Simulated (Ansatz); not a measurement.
# CH$_{3}$AlN (charge −1): geometry relaxation

- system: CH$_{3}$AlN, charge −1
- method: RKS PBE0/def2-TZVP (Ansatz 0.2.0)

It belongs to a series of runs on one base structure; here: end point B relaxed. Figures and captions count atoms from 1; the log counts them from 0 in places.

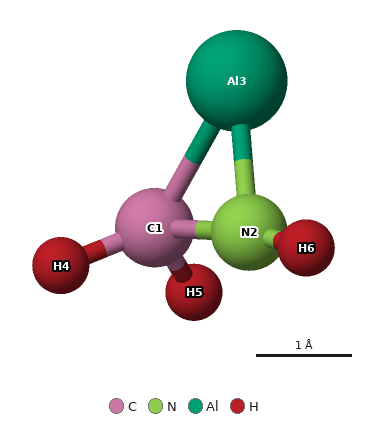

Figure 1. The starting structure (ball-and-stick view, seen at a tilt; atoms are numbered from 1 in the order of the input). Sticks mark near contacts.

The input
```yaml
crystal:
  periodic: [false, false, false]
  atoms:
    - { symbol: C, position_ang: [0.11539, -0.22529, -0.71856] }
    - { symbol: "N", position_ang: [-1.08968, -0.73554, 0.30135] }
    - { symbol: Al, position_ang: [-0.087, 0.4076, 1.07734] }
    - { symbol: H, position_ang: [-0.35487, 0.20493, -1.62186] }
    - { symbol: H, position_ang: [0.69433, -1.11065, -1.04013] }
    - { symbol: H, position_ang: [-1.8863, -1.13437, 0.83794] }
total_charge: -1
basis:
  gaussian: { orbitals: def2-TZVP }
hamiltonian:
  xc: pbe0
relax:
  f_tol: 0.02
  max_steps: 50
```

Machine: 2 threads of Intel Xeon @ 2.90GHz (Ice Lake), 16 GiB of memory available, shared host.

Launch command:
```bash
ansatz run input.yaml --threads 2 --pin off --max-ram 3072MiB --backend cpu --events-out ev --progress --plain --runs-dir out
```

Log
```
The last accepted step is kept in [file] (removed where the run ends without a failure and the disk answers)
Engine: ansatz 0.2.0, x86_64-unknown-linux-gnu
Functional definition: PBE0
  parameter a = 0.25
  parameter kappa = 0.804
  parameter beta = 0.06672455060314922
  exchange = (1 - a)*pbe_x(kappa = kappa, mu = beta*pi^2/3) + a*exact_x
  correlation = pbe_c(beta = beta)
746 factors; their error is unknown
mean field evaluation 1: about -9163.4082 eV, gradient 3.0e1 eV
mean field evaluation 2: about -9158.6384 eV, gradient 5.3e1 eV
mean field evaluation 4: about -9165.3503 eV, gradient 3.4e0 eV
mean field evaluation 8: about -9165.3819 eV, gradient 1.9e-2 eV
mean field evaluation 16: about -9165.3919 eV, gradient 2.3e-5 eV
mean field -9165.39194466 eV, -336.8219414403 hartree, gradient 2.3e-5 eV, S^2 0.000000; 0 other end points of the search recorded, 0 dependent functions left out
the calculation of the forces begins
reference -9165.39196982 eV, -336.8219423650 hartree; 15, 15 occupied and 102, 102 virtual orbitals, 746 factors
relax step   1: F+E_penalty+E_count = -9165.39194466 eV  Δ(F+E_penalty+E_count) = +0.000e0 eV  max|allowed force component| = 2.724e0 eV/Å  Δτ_max = 0.0000 Å  (27 SCF iters, accepted)
these checks for a lower state are left out or cut short: starts, cluster_reference, orbital_swaps, neighbouring_geometries, increment
746 factors; their error is unknown
mean field -9166.12794157 eV, -336.8489888279 hartree, gradient 8.2e-6 eV, S^2 0.000000; 0 other end points of the search recorded, 0 dependent functions left out
the calculation of the forces begins
reference -9166.12796694 eV, -336.8489897604 hartree; 15, 15 occupied and 102, 102 virtual orbitals, 746 factors
relax step   2: F+E_penalty+E_count = -9166.12794157 eV  Δ(F+E_penalty+E_count) = -7.360e-1 eV  max|allowed force component| = 2.057e0 eV/Å  Δτ_max = 0.1399 Å  (31 SCF iters, accepted)
these checks for a lower state are left out or cut short: starts, cluster_reference, orbital_swaps, neighbouring_geometries, increment
746 factors; their error is unknown
mean field evaluation 32: about -9166.9252 eV, gradient 2.3e-5 eV
mean field -9166.92522444 eV, -336.8782884332 hartree, gradient 2.3e-5 eV, S^2 0.000000; 0 other end points of the search recorded, 0 dependent functions left out
the calculation of the forces begins
reference -9166.92525042 eV, -336.8782893879 hartree; 15, 15 occupied and 102, 102 virtual orbitals, 746 factors
relax step   3: F+E_penalty+E_count = -9166.92522444 eV  Δ(F+E_penalty+E_count) = -7.973e-1 eV  max|allowed force component| = 1.237e0 eV/Å  Δτ_max = 0.1934 Å  (36 SCF iters, accepted)
these checks for a lower state are left out or cut short: starts, cluster_reference, orbital_swaps, neighbouring_geometries, increment
746 factors; their error is unknown
mean field -9167.10343343 eV, -336.8848374929 hartree, gradient 5.8e-6 eV, S^2 0.000000; 0 other end points of the search recorded, 0 dependent functions left out
the calculation of the forces begins
reference -9167.10345910 eV, -336.8848384360 hartree; 15, 15 occupied and 102, 102 virtual orbitals, 746 factors
relax step   4: F+E_penalty+E_count = -9167.10343343 eV  Δ(F+E_penalty+E_count) = -1.782e-1 eV  max|allowed force component| = 3.911e-1 eV/Å  Δτ_max = 0.1776 Å  (31 SCF iters, accepted)
these checks for a lower state are left out or cut short: starts, cluster_reference, orbital_swaps, neighbouring_geometries, increment
746 factors; their error is unknown
mean field -9167.11031757 eV, -336.8850904800 hartree, gradient 1.1e-5 eV, S^2 0.000000; 0 other end points of the search recorded, 0 dependent functions left out
the calculation of the forces begins
reference -9167.11034336 eV, -336.8850914278 hartree; 15, 15 occupied and 102, 102 virtual orbitals, 746 factors
relax step   5: F+E_penalty+E_count = -9167.11031757 eV  Δ(F+E_penalty+E_count) = -6.884e-3 eV  max|allowed force component| = 3.331e-1 eV/Å  Δτ_max = 0.0289 Å  (31 SCF iters, accepted)
these checks for a lower state are left out or cut short: starts, cluster_reference, orbital_swaps, neighbouring_geometries, increment
746 factors; their error is unknown
mean field -9167.11352405 eV, -336.8852083163 hartree, gradient 9.8e-6 eV, S^2 0.000000; 0 other end points of the search recorded, 0 dependent functions left out
the calculation of the forces begins
reference -9167.11354982 eV, -336.8852092632 hartree; 15, 15 occupied and 102, 102 virtual orbitals, 746 factors
relax step   6: F+E_penalty+E_count = -9167.11352405 eV  Δ(F+E_penalty+E_count) = -3.206e-3 eV  max|allowed force component| = 1.107e-1 eV/Å  Δτ_max = 0.0150 Å  (31 SCF iters, accepted)
these checks for a lower state are left out or cut short: starts, cluster_reference, orbital_swaps, neighbouring_geometries, increment
746 factors; their error is unknown
mean field -9167.11404835 eV, -336.8852275837 hartree, gradient 1.0e-5 eV, S^2 0.000000; 0 other end points of the search recorded, 0 dependent functions left out
the calculation of the forces begins
reference -9167.11407414 eV, -336.8852285315 hartree; 15, 15 occupied and 102, 102 virtual orbitals, 746 factors
relax step   7: F+E_penalty+E_count = -9167.11404835 eV  Δ(F+E_penalty+E_count) = -5.243e-4 eV  max|allowed force component| = 2.424e-2 eV/Å  Δτ_max = 0.0057 Å  (33 SCF iters, accepted)
these checks for a lower state are left out or cut short: starts, cluster_reference, orbital_swaps, neighbouring_geometries, increment
746 factors; their error is unknown
mean field evaluation 64: about -9167.1141 eV, gradient 8.6e-5 eV
mean field -9167.11411307 eV, -336.8852299622 hartree, gradient 1.0e-5 eV, S^2 0.000000; 0 other end points of the search recorded, 0 dependent functions left out
the calculation of the forces begins
reference -9167.11413886 eV, -336.8852309099 hartree; 15, 15 occupied and 102, 102 virtual orbitals, 746 factors
relax step   8: F+E_penalty+E_count = -9167.11411307 eV  Δ(F+E_penalty+E_count) = -6.472e-5 eV  max|allowed force component| = 5.422e-3 eV/Å  Δτ_max = 0.0022 Å  (34 SCF iters, accepted)
```

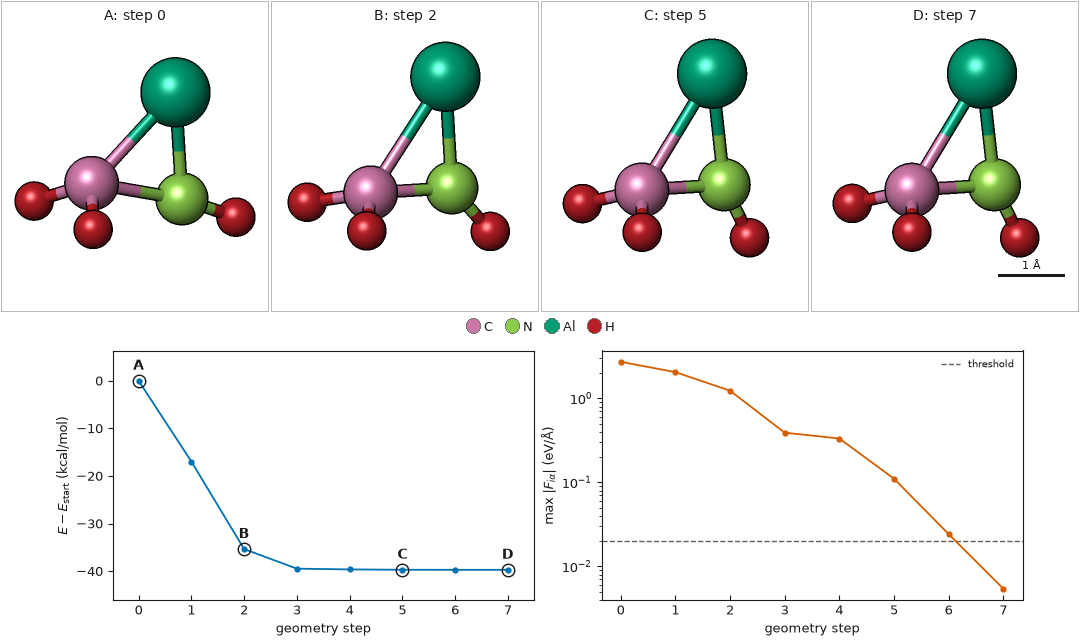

Figure 2. Frames of the relaxation (ball-and-stick view, seen at a tilt) above the curves, on which the letters mark them (the first geometry is step 0 here and step 1 in the log).

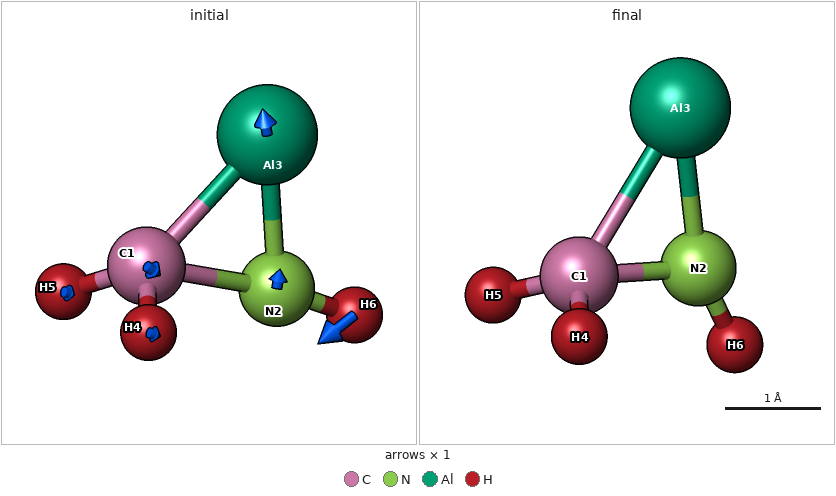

Figure 3. Before (left) and after (right) the relaxation, at one scale (ball-and-stick view, seen at a tilt). The blue arrows give the displacements, at true length. The largest move after the best rigid fit is that of H6, 0.53 Å. By element the largest moves are H 0.53 Å, Al 0.31 Å, C 0.22 Å, N 0.22 Å. Among the contacts that change: C1–N2 1.659 → 1.456 Å, C1–Al3 1.915 → 2.069 Å, N2–Al3 1.707 → 1.802 Å, N2–H6 1.040 → 1.009 Å. Among the angles that change: C1–N2–H6 172.5° → 121.2°, Al3–N2–H6 118.2° → 160.7°, C1–Al3–N2 54.2° → 43.5°. After 7 geometry steps the energy has fallen by 39.7 kcal/mol. Largest force component: 2.7 eV/Å at the start, 0.0054 eV/Å at the end. (Atoms are counted from 1 in the order of the input.)

```
746 factors; their error is unknown
mean field -9167.11411307 eV, -336.8852299622 hartree, gradient 1.0e-5 eV, S^2 0.000000; 1 other end points of the search recorded, 0 dependent functions left out
the calculation of the forces begins
reference -9167.11413886 eV, -336.8852309099 hartree; 15, 15 occupied and 102, 102 virtual orbitals, 746 factors
Total energy: -9167.11413886 eV, -336.8852309099 hartree
Atom 0 at    -0.064891    -0.336108    -0.643673 Å, force    -0.001574     0.001031     0.005422 eV/Å
Atom 1 at    -0.996038    -0.597612     0.445166 Å, force    -0.001523    -0.001246    -0.000446 eV/Å
Atom 2 at     0.112934     0.614744     1.184991 Å, force     0.000039    -0.000257    -0.000123 eV/Å
Atom 3 at    -0.482629     0.154213    -1.538160 Å, force    -0.001601     0.001895    -0.003795 eV/Å
Atom 4 at     0.579199    -1.176657    -0.949716 Å, force     0.002772    -0.003056    -0.001250 eV/Å
Atom 5 at    -1.756706    -1.251900     0.337472 Å, force     0.001886     0.001632     0.000192 eV/Å
Dipole moment:    -0.348731    -0.450093    -0.388678 e Å
```

Trajectory as extended XYZ (Å, eV, eV/Å), 8 frames, from step=1 to step=8
```
6
Properties=species:S:1:pos:R:3:forces:R:3 step=1 energy=-9165.39194
C     0.1154   -0.2253   -0.7186   -2.0879  -2.1222  -1.0192
N    -1.0897   -0.7355    0.3014   -0.3627  -0.2530   0.0768
Al   -0.0870    0.4076    1.0773    1.5392   2.4330   2.7244
H    -0.3549    0.2049   -1.6219    0.1283   0.0023   0.2187
H     0.6943   -1.1106   -1.0401   -0.0436   0.2209   0.1244
H    -1.8863   -1.1344    0.8379    0.8267  -0.2809  -2.1252
6
Properties=species:S:1:pos:R:3:forces:R:3 step=2 energy=-9166.12794
C     0.0737   -0.2528   -0.7055   -2.0568  -1.7271  -0.1930
N    -1.0418   -0.6915    0.3141    0.3315   0.6219   0.8046
Al   -0.0374    0.4748    1.1403    0.8760   1.2443   1.2329
H    -0.3980    0.1811   -1.6004    0.1752   0.1179  -0.0075
H     0.6526   -1.1354   -1.0181    0.1579   0.1381  -0.0156
H    -1.8573   -1.1695    0.7057    0.5162  -0.3951  -1.8215
6
Properties=species:S:1:pos:R:3:forces:R:3 step=3 energy=-9166.92522
C    -0.0745   -0.3601   -0.6807    0.3609   0.0230  -0.6023
N    -0.9925   -0.6196    0.3873   -1.2371  -0.5489   0.9934
Al    0.0467    0.5696    1.2030    0.4211   0.3364   0.0005
H    -0.4102    0.1848   -1.5919   -0.2028  -0.1817   0.3727
H     0.6487   -1.1423   -1.0048   -0.3640   0.0189   0.2840
H    -1.8263   -1.2258    0.5233    1.0218   0.3523  -1.0483
6
Properties=species:S:1:pos:R:3:forces:R:3 step=4 energy=-9167.10343
C    -0.0806   -0.3469   -0.6393    0.2013   0.0915  -0.2133
N    -1.0076   -0.6097    0.4379    0.3178   0.3911   0.3357
Al    0.1227    0.6146    1.1704   -0.1941  -0.1644  -0.0319
H    -0.4644    0.1613   -1.5374   -0.1243   0.0231  -0.0174
H     0.5936   -1.1587   -0.9522   -0.0136  -0.1374   0.0457
H    -1.7718   -1.2539    0.3566   -0.1870  -0.2039  -0.1188
6
Properties=species:S:1:pos:R:3:forces:R:3 step=5 energy=-9167.11032
C    -0.0683   -0.3385   -0.6431    0.0429   0.0439   0.0308
N    -0.9967   -0.5938    0.4560   -0.1696  -0.2800  -0.3331
Al    0.1106    0.6100    1.1782    0.1701   0.2035   0.1537
H    -0.4803    0.1554   -1.5384   -0.0421  -0.0134   0.0321
H     0.5809   -1.1749   -0.9502   -0.0358  -0.0180   0.0337
H    -1.7543   -1.2515    0.3337    0.0346   0.0640   0.0828
6
Properties=species:S:1:pos:R:3:forces:R:3 step=6 energy=-9167.11352
C    -0.0621   -0.3331   -0.6421    0.0015  -0.0447  -0.0939
N    -0.9933   -0.5972    0.4418   -0.0555   0.0079   0.1107
Al    0.1119    0.6146    1.1857    0.0123   0.0188   0.0230
H    -0.4865    0.1531   -1.5366    0.0381   0.0003  -0.0072
H     0.5758   -1.1797   -0.9476    0.0172   0.0330  -0.0213
H    -1.7538   -1.2510    0.3349   -0.0136  -0.0154  -0.0115
6
Properties=species:S:1:pos:R:3:forces:R:3 step=7 energy=-9167.11405
C    -0.0643   -0.3357   -0.6438   -0.0140  -0.0047   0.0101
N    -0.9963   -0.5974    0.4458    0.0242   0.0095  -0.0187
Al    0.1128    0.6154    1.1871   -0.0114  -0.0191  -0.0232
H    -0.4826    0.1533   -1.5395    0.0020  -0.0007   0.0174
H     0.5793   -1.1770   -0.9512   -0.0080   0.0090   0.0136
H    -1.7570   -1.2519    0.3376    0.0072   0.0059   0.0009
6
Properties=species:S:1:pos:R:3:forces:R:3 step=8 energy=-9167.11411
C    -0.0649   -0.3361   -0.6437   -0.0016   0.0010   0.0054
N    -0.9960   -0.5976    0.4452   -0.0015  -0.0012  -0.0004
Al    0.1129    0.6147    1.1850    0.0000  -0.0003  -0.0001
H    -0.4826    0.1542   -1.5382   -0.0016   0.0019  -0.0038
H     0.5792   -1.1767   -0.9497    0.0028  -0.0031  -0.0013
H    -1.7567   -1.2519    0.3375    0.0019   0.0016   0.0002
```

Results in brief

| quantity | value |
| --- | --- |
| outcome | converged |
| total energy | −9167.1141 eV |
| mean-field energy | −9167.1141 eV |
| largest force (length of the vector) at the end | 0.006 eV/Å |
| wall time | 21 s (CPU time 36 s) |
| peak memory | 0.19 GiB |
